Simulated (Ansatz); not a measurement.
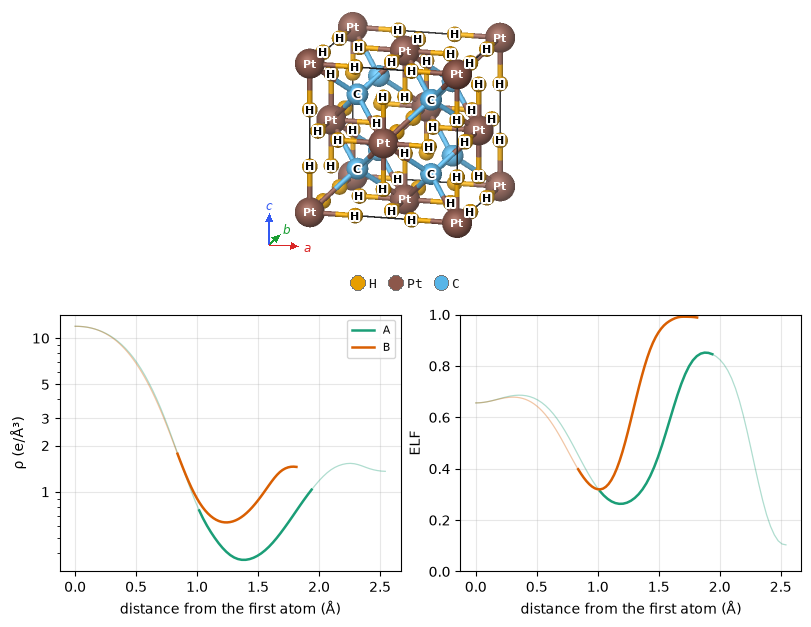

The picture shows: H6PtC2. Valence electron density and ELF along straight lines between neighbouring atoms. Thin, pale parts lie inside the atomic spheres. The structure is drawn too.

Space group Fm-3m; a structure generated by program, which may or may not match a known phase.

Method: DFT PBE, scalar-relativistic, plane waves, PAW (Ansatz).

The density is the valence pseudo-density of a PAW calculation; it isn't the true density close to the nuclei.

```cif
data_structure
_symmetry_space_group_name_H-M 'P 1'
_symmetry_Int_Tables_number 1
_cell_length_a 5.8731
_cell_length_b 5.8731
_cell_length_c 5.8731
_cell_angle_alpha 90.000
_cell_angle_beta 90.000
_cell_angle_gamma 90.000
_cell_volume 202.58
loop_
_atom_site_label
_atom_site_type_symbol
_atom_site_fract_x
_atom_site_fract_y
_atom_site_fract_z
_atom_site_occupancy
H1 H 0.30896 0.00000 0.00000 1
H2 H 0.80896 0.50000 0.00000 1
H3 H 0.80896 0.00000 0.50000 1
H4 H 0.30896 0.50000 0.50000 1
H5 H 0.00000 0.30896 0.00000 1
H6 H 0.50000 0.80896 0.00000 1
H7 H 0.50000 0.30896 0.50000 1
H8 H 0.00000 0.80896 0.50000 1
H9 H 0.69104 0.00000 0.00000 1
H10 H 0.19104 0.50000 0.00000 1
H11 H 0.19104 0.00000 0.50000 1
H12 H 0.69104 0.50000 0.50000 1
H13 H 0.50000 0.19104 0.00000 1
H14 H 0.00000 0.69104 0.00000 1
H15 H 0.00000 0.19104 0.50000 1
H16 H 0.50000 0.69104 0.50000 1
H17 H 0.00000 0.00000 0.30896 1
H18 H 0.50000 0.50000 0.30896 1
H19 H 0.50000 0.00000 0.80896 1
H20 H 0.00000 0.50000 0.80896 1
H21 H 0.50000 0.00000 0.19104 1
H22 H 0.00000 0.50000 0.19104 1
H23 H 0.00000 0.00000 0.69104 1
H24 H 0.50000 0.50000 0.69104 1
Pt1 Pt 0.00000 0.00000 0.00000 1
Pt2 Pt 0.50000 0.50000 0.00000 1
Pt3 Pt 0.50000 0.00000 0.50000 1
Pt4 Pt 0.00000 0.50000 0.50000 1
C1 C 0.25000 0.25000 0.25000 1
C2 C 0.75000 0.75000 0.25000 1
C3 C 0.75000 0.25000 0.75000 1
C4 C 0.25000 0.75000 0.75000 1
C5 C 0.75000 0.25000 0.25000 1
C6 C 0.25000 0.75000 0.25000 1
C7 C 0.25000 0.25000 0.75000 1
C8 C 0.75000 0.75000 0.75000 1
```

Which curve belongs to which contact (Pt–C and Pt–H)? The first atom named is at distance zero.

Curve A: Pt–C (2.54 Å): the density is about 0.39 e/Å³ at the midpoint; the ELF peaks at about 0.85 in the valence shell of C, 0.7 Å from its nucleus, and drops to about 0.25 between the two atoms. Curve B: Pt–H (1.81 Å): the density is about 1.3 e/Å³ at the midpoint; the ELF climbs to about 1 towards the hydrogen.
